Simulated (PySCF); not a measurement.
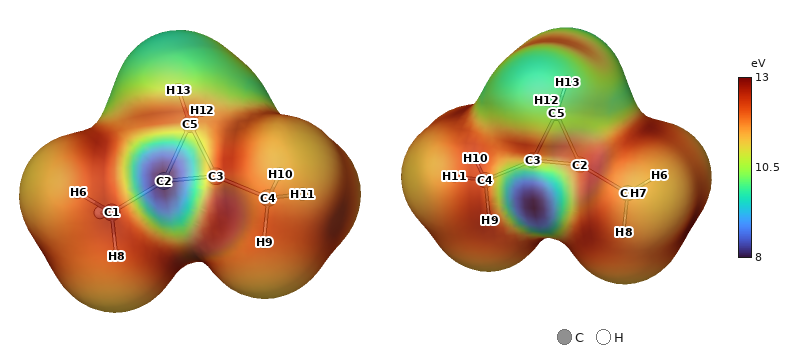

Figure 1: C₅H₈, SMILES `CC1=C(C)C1`. Average local ionisation energy on the surface of electron density 0.001 a.u. (back view left, front view right).

Computed with PySCF, B3LYP/def2-SVPD, geometry: GFN2-xTB. No frequency check shows the geometry to be a minimum.

Locate the minima of the map.

Answer. The lowest value is 8.1 eV, off the C2–C3 bond (2.2 Å from its atoms), and at like points elsewhere. Further minima include 9.8 eV, 1.4 Å from H13, and at like points elsewhere; 10.0 eV, off the C5–H12 bond (2.0 Å from its atoms); 11.2 eV, 1.4 Å from H6. For comparison, the highest occupied orbital lies at −6.3 eV.
